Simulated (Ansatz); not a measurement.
**GeSnNH7: single-point calculation**

- system: GeSnNH7, SMILES [NH2][GeH2][SnH3]
- method: RKS r2SCAN0-D4/def2-TZVPP (Ansatz 0.2.0)

The geometry comes from this level: PBE0-D4/def2-TZVP.

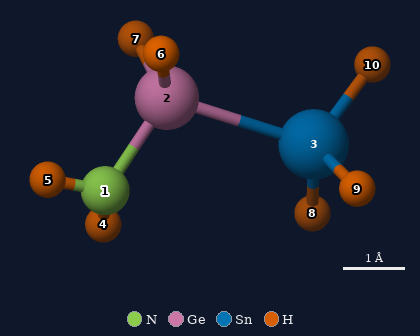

Fig. 1: The structure as given in the input (ball-and-stick view, seen at a tilt; atoms are numbered from 1 in the order of the input). Sticks mark near contacts. Bond lengths as drawn: Ge–H 1.54 to 1.55 Å, Ge–N 1.85 Å, Ge–Sn 2.60 Å, H–N 1.01 Å and H–Sn 1.71 Å.

The input
```yaml
crystal:
  periodic: [false, false, false]
  atoms:
    - {symbol: N, position_ang: [-1.678685, 0.504306, -0.791100]}
    - {symbol: Ge, position_ang: [0.106729, 0.863048, -0.466675]}
    - {symbol: Sn, position_ang: [0.980109, -1.032853, 1.080316]}
    - {symbol: H, position_ang: [-1.833005, -0.374330, -1.267356]}
    - {symbol: H, position_ang: [-2.145887, 1.231705, -1.316654]}
    - {symbol: H, position_ang: [0.144151, 2.236906, 0.226932]}
    - {symbol: H, position_ang: [0.971248, 0.961855, -1.751048]}
    - {symbol: H, position_ang: [0.535095, -2.553294, 0.437719]}
    - {symbol: H, position_ang: [0.320141, -0.899506, 2.647602]}
    - {symbol: H, position_ang: [2.683204, -0.988934, 1.203365]}
basis:
  gaussian: {orbitals: def2-TZVPP}
hamiltonian: {xc: {name: r2SCAN0}, dispersion: d4}
output: {orbitals: {seedname: orbitals}}
```

Hardware: 4 threads of Arm Neoverse V2, 23 GiB of memory available, shared host.

Run as:
```bash
ansatz run in.yaml --threads 4 --pin off --events-out ev --progress --plain --max-ram 10444MiB
```

What the program printed
```
Functional definition: r2SCAN0
  name "r2SCAN0"
  cite "Bursch, Neugebauer, Ehlert & Grimme, J. Chem. Phys. 156, 134105 (2022) doi:10.1063/5.0086040"
  cite "Furness, Kaplan, Ning, Perdew & Sun, J. Phys. Chem. Lett. 11, 8208 (2020) doi:10.1021/acs.jpclett.0c02405"
  cite "Furness, Kaplan, Ning, Perdew & Sun, J. Phys. Chem. Lett. 11, 9248 (2020) doi:10.1021/acs.jpclett.0c03077"
  parent r2scan
  parameter a = 0.25
  parameter k0 = 0.174
  parameter k1 = 0.065
  parameter a1 = 4.9479
  exchange = (1 - a)*r2scan_x(k0 = k0, k1 = k1, a1 = a1) + a*exact_x
  correlation = r2scan_c
1430 factors; their error is unknown
mean field evaluation 1: about -63948.2156 eV, gradient 5.5e1 eV
mean field evaluation 2: about -63939.9776 eV, gradient 7.8e1 eV
mean field evaluation 4: about -63953.7134 eV, gradient 1.8e0 eV
mean field evaluation 8: about -63954.0691 eV, gradient 7.6e-2 eV
mean field -63954.06912460 eV, -2350.2686907040 hartree, gradient 5.8e-5 eV, S^2 0.000000; 0 other end points of the search recorded, 0 dependent functions left out
reference -63954.06913773 eV, -2350.2686911865 hartree; 34, 34 occupied and 193, 193 virtual orbitals, 1430 factors
Total energy: -63954.12578606 eV, -2350.2707729742 hartree
```

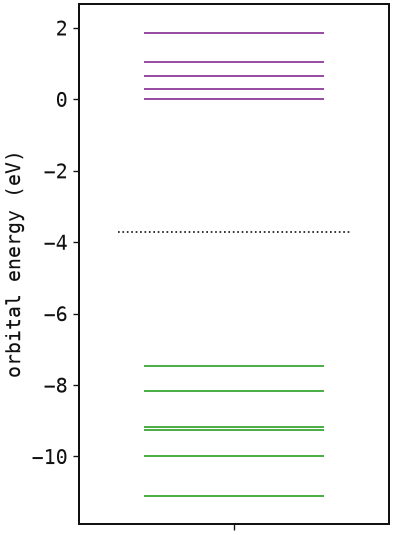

Fig. 2: Orbital energies near the frontier; the dotted line parts filled from empty levels, and levels within 0.02 eV of each other stand side by side. Highest filled −7.46 eV, lowest empty 0.01 eV, 7.47 eV apart.

Summary

| quantity | value |
| --- | --- |
| outcome | converged |
| total energy | −63954.1258 eV |
| mean-field energy | −63954.0691 eV |
| dispersion energy | −0.0566 eV |
| SCF solution under orbital rotations | stable |
| HOMO | −7.46 eV |
| LUMO | 0.01 eV |
| wall time | 3.7 s (CPU time 13 s) |
| peak memory | 0.62 GiB |
